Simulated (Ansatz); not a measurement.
The compound is K2AgCl6 (started from the K2PtCl6 type) (Fm-3m).

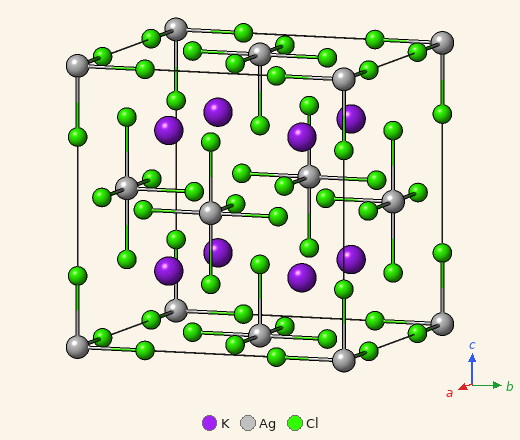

The structure (potassium purple, silver light grey, chlorine green). Some periodic images of atoms are drawn too.

The structure was built from a prototype and need not be the compound's stable phase.

```
K Ag Cl
1.0
     4.68802    0.00000    4.68802
     4.68802    4.68802    0.00000
     0.00000    4.68802    4.68802
K Ag Cl
2 1 6
Cartesian
  2.3440 2.3440 2.3440
  7.0320 7.0320 7.0320
  0.0000 0.0000 0.0000
  2.3725 4.6880 4.6880
  7.0035 4.6880 4.6880
  4.6880 4.6880 2.3725
  4.6880 4.6880 7.0035
  4.6880 2.3725 4.6880
  4.6880 7.0035 4.6880
```

The structure was relaxed with LDA. The structure type comes from a generator and need not be one that this composition takes. The structure was generated from a model, not taken from a measurement. The runs that relaxed it are not among those shown. The program's search for lower electronic states was switched off, so nothing shows that the state found is the lowest. PAW set soft_2, made with PBE.

A constrained-RPA run (Ansatz 0.2.0; non-magnetic LDA; Ag d + anion p, bands v22 to c1, 2×2×2 mesh, medium accuracy) builds 23 functions on bands 6.9 eV wide, with 43.0 electrons in the window. The bare on-site interaction is 19.1 eV and the bare J 0.73 eV.

Estimate U, U′ and J.

On the Ag d shell, U = 7.93 eV (41 % of the bare value), U′ = 6.78 eV, J = 0.57 eV.

The parent state is non-magnetic and the interaction static (zero frequency); U depends on the window and the orbitals, so it belongs to this model alone. A window that holds the anion p bands defines a model with explicit ligands; its U belongs to that model and is not the U of DFT+U. Coarse meshes can leave U off its limit, most where the target bands are metallic.

[Paths, hosts, dates, memory and timing lines, banners, echoed tables and standing remarks are left out of the program output.]

[Logs are printed without paths, hosts, clocks, repeated set-up lines and the standing remarks that a program may print on its own settings, such as how far it seeks lower states.]

[Runs of the session that timed out or met a known fault of the program may be left out.]

[Hosts, paths, dates, database ids (printed as entryN), source tags and the programs' standing remarks are cut or masked in the printed files.]
